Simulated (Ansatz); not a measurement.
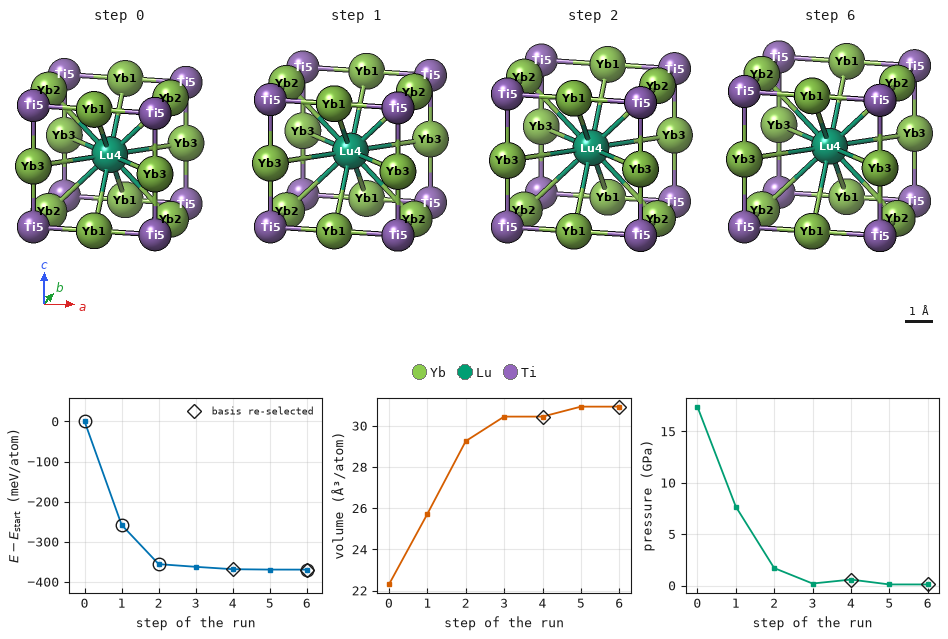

Frames of a relaxation of solid Yb3LuTi (a generated structure, set up in Pm-3m) (coarse preliminary run), marked on the history of the run. Style: ball-and-stick. Shown: the cell of the calculation, slightly off an axis.

Theory: DFT PBE, scalar-relativistic, plane waves, PAW (Ansatz). Settings: plane-wave cutoff 420 eV; k-point mesh 4 × 4 × 4; occupations gaussian; smearing width 0.1 eV; no spin polarisation; cell and atoms relaxed; force threshold 0.04 eV/Å; at most 70 steps.

### What happens along the run?

No atom moves by more than 0.005 Å relative to the cell. Cell: a = b = c 4.813 → 5.368 Å (+11.5 %). Volume +38.7 %. Among the contacts that change: Yb1–Lu4 3.403 → 3.796 Å, Yb1–Yb2 3.403 → 3.796 Å, Yb1–Ti5 2.407 → 2.684 Å. The space group stays Pm-3m (No. 221). The energy falls by 369 meV per atom in 4 accepted moves (6 points after the start). All forces vanish by symmetry, so only the cell relaxes. The pressure goes from 17.41 to 0.11 GPa. At 2 points the geometry stayed and the basis and grid were re-selected for the new cell (energy shift of 5.9 meV per atom at most each time). Cost: 32 s on 1 thread of Intel(R) Xeon(R) 6975P-C (Granite Rapids) (shared host), peak memory 0.56 GiB. From step 0 to 1: volume +15.3 %, energy −258 meV per atom. From step 1 to 2: volume +13.7 %, energy −97.7 meV per atom. From step 2 to 6: volume +5.7 %, energy −13.7 meV per atom.

```tsv
step	E − E(0), meV/atom	pressure, GPa	volume, Å³/atom	note
0	0.00	17.41	22.299	
1	-257.95	7.69	25.722	
2	-355.64	1.70	29.258	
3	-362.38	0.20	30.449	
4	-368.32	0.58	30.449	same geometry, new basis
5	-369.25	0.11	30.933	
6	-369.36	0.11	30.933	same geometry, new basis
```

Limits of the set-up: 4f states are treated without a Hubbard U.
